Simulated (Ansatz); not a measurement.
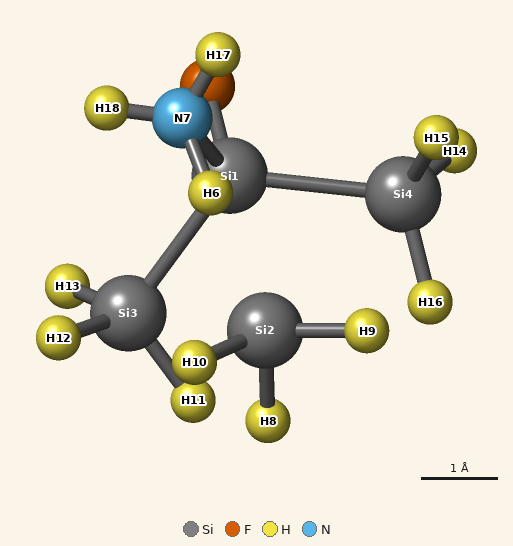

Figure 1. The structure (ball-and-stick view, seen at a tilt; atoms are numbered from 1 in the order of the input).

Single-point calculation of Si₄NH₁₂F

Si₄NH₁₂F, computed with RKS PBE0-D4/def2-TZVPP (Ansatz 0.2.0).

The geometry is a transition state. The reaction was set up to form Si1–N7 and Si2–H6 and to break Si1–Si2 and H6–N7 (atoms counted from 1 in the order of the input); sticks are drawn by distance alone. The geometry comes from this level: PBE0-D4/def2-TZVP.

The program's output
```
Functional definition: PBE0
  name "PBE0"
  cite "Adamo & Barone, J. Chem. Phys. 110, 6158 (1999) doi:10.1063/1.478522"
  cite "Perdew, Burke & Ernzerhof, Phys. Rev. Lett. 77, 3865 (1996) doi:10.1103/PhysRevLett.77.3865"
  parent pbe
  parameter a = 0.25
  parameter kappa = 0.804
  parameter beta = 0.06672455060314922
  exchange = (1 - a)*pbe_x(kappa = kappa, mu = beta*pi^2/3) + a*exact_x
  correlation = pbe_c(beta = beta)
2183 factors; their error is unknown
mean field evaluation 1: about -35892.3586 eV, gradient 5.7e1 eV
mean field evaluation 2: about -35888.0945 eV, gradient 7.4e1 eV
mean field evaluation 4: about -35898.0297 eV, gradient 2.6e0 eV
mean field evaluation 8: about -35898.0514 eV, gradient 1.7e-1 eV
mean field evaluation 16: about -35898.1248 eV, gradient 1.5e-4 eV
mean field -35898.12475881 eV, -1319.2317522635 hartree, gradient 3.8e-5 eV, S^2 0.000000; 0 other end points of the search recorded, 0 dependent functions left out
reference -35898.12480320 eV, -1319.2317538946 hartree; 42, 42 occupied and 356, 356 virtual orbitals, 2183 factors
Total energy: -35898.62451968 eV, -1319.2501181366 hartree
```

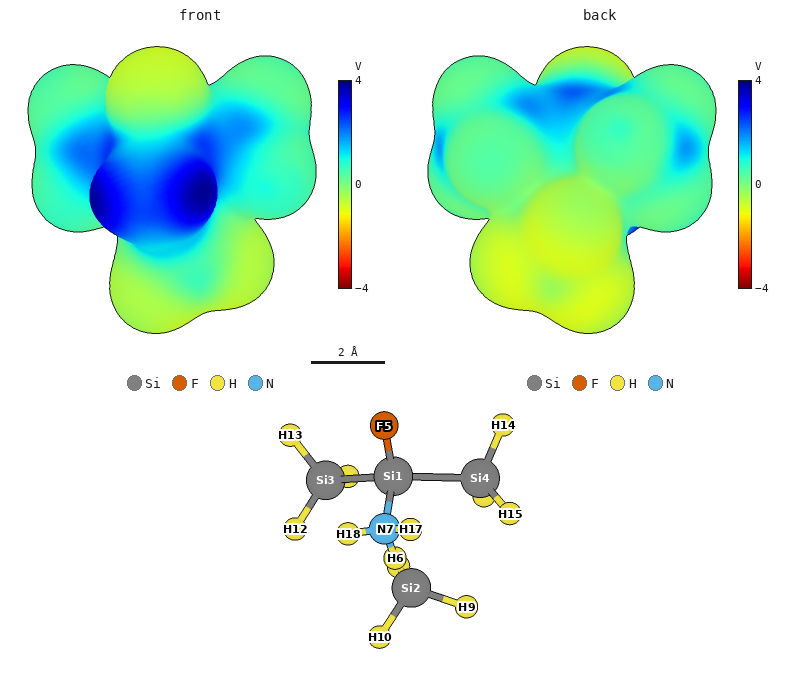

Figure 2. The electrostatic potential painted on the density surface at 0.004 e/bohr³, seen at a tilt and from behind; the colour scale runs from red (negative) to blue (positive). The bare structure is drawn below in the same view.

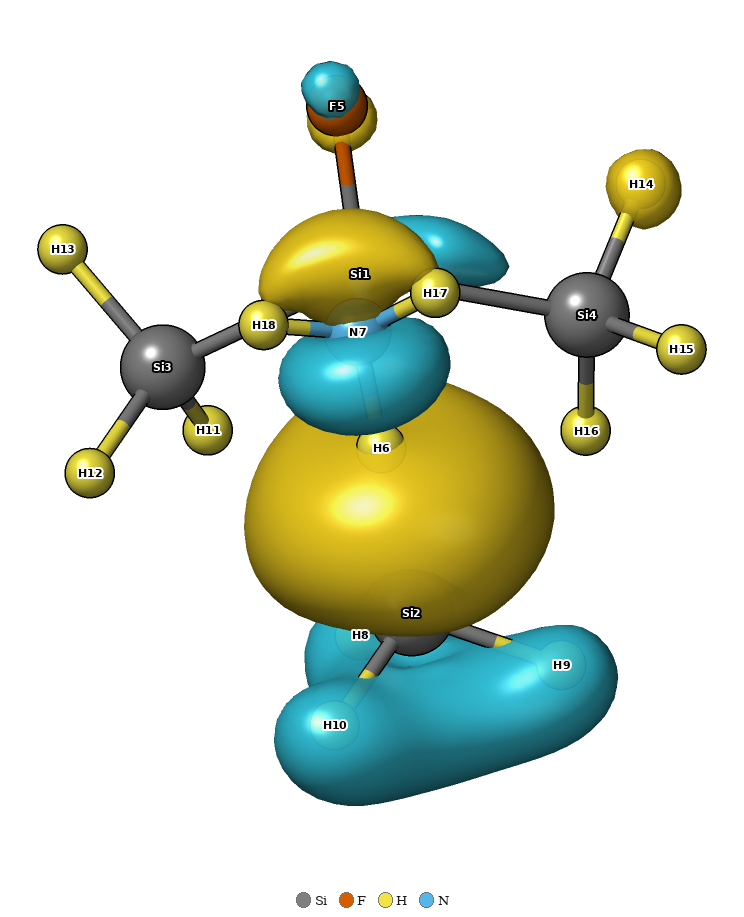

Figure 3. The HOMO at ±0.1 Å⁻³ᐟ² (yellow and cyan are the two phases), seen face on. Its weight (Hirshfeld) is mainly on Si2 (45 %), N7 (10 %) and H6 (10 %). Its energy is −5.66 eV.

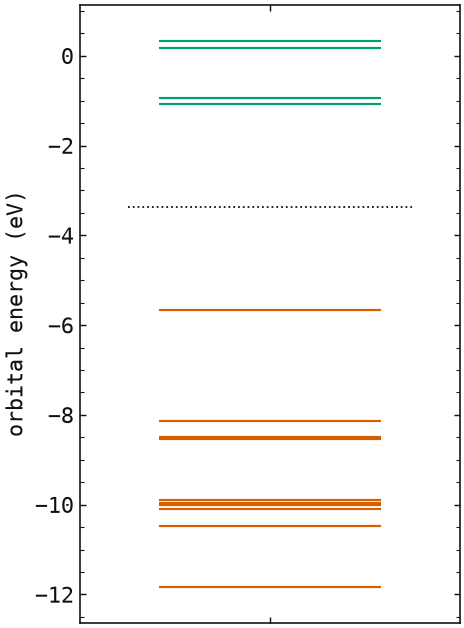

Figure 4. Orbital energies near the frontier; the dotted line parts filled from empty levels, and levels within 0.02 eV of each other stand side by side. Highest filled −5.66 eV, lowest empty −1.08 eV, 4.58 eV apart.

The run was set up as follows.

Input file
```yaml
crystal:
  periodic: [false, false, false]
  atoms:
    - {symbol: Si, position_ang: [-1.145250, -0.268571, 0.309520]}
    - {symbol: Si, position_ang: [1.967593, 0.159214, -0.546633]}
    - {symbol: Si, position_ang: [-1.278795, 1.081195, -1.597419]}
    - {symbol: Si, position_ang: [-0.016277, 0.467933, 2.214496]}
    - {symbol: F, position_ang: [-2.646606, -0.721247, 0.724115]}
    - {symbol: H, position_ang: [0.603622, -1.295931, -0.342573]}
    - {symbol: N, position_ang: [-0.422252, -1.895526, -0.162921]}
    - {symbol: H, position_ang: [1.756741, 1.605286, -0.891257]}
    - {symbol: H, position_ang: [2.989684, 0.202093, 0.552327]}
    - {symbol: H, position_ang: [2.724272, -0.369036, -1.735972]}
    - {symbol: H, position_ang: [-0.739592, 2.424591, -1.280588]}
    - {symbol: H, position_ang: [-0.546689, 0.469871, -2.737612]}
    - {symbol: H, position_ang: [-2.715125, 1.210013, -1.977566]}
    - {symbol: H, position_ang: [-1.011049, 0.849715, 3.258581]}
    - {symbol: H, position_ang: [0.806348, -0.651396, 2.747125]}
    - {symbol: H, position_ang: [0.828118, 1.643195, 1.896573]}
    - {symbol: H, position_ang: [-0.368944, -2.587831, 0.577336]}
    - {symbol: H, position_ang: [-0.785501, -2.323568, -1.007632]}
basis:
  gaussian: {orbitals: def2-TZVPP}
hamiltonian: {xc: pbe0, dispersion: d4}
output: {orbitals: {seedname: orbitals}}
```

Run as:
```bash
ansatz run in.yaml --threads 4 --pin off --events-out ev --progress --plain --max-ram 66560MiB --backend cuda --devices 0, --max-vram 37GiB
```

Results in brief

- outcome: converged
- total energy: −35898.6245 eV
- mean-field energy: −35898.1248 eV
- dispersion energy: −0.4997 eV
- SCF solution under orbital rotations: stable
- HOMO: −5.66 eV
- LUMO: −1.08 eV
- hardware: 4 CPU threads, shared host
- wall time: 4.9 s (CPU time 4.4 s)
- peak memory: 0.9 GiB
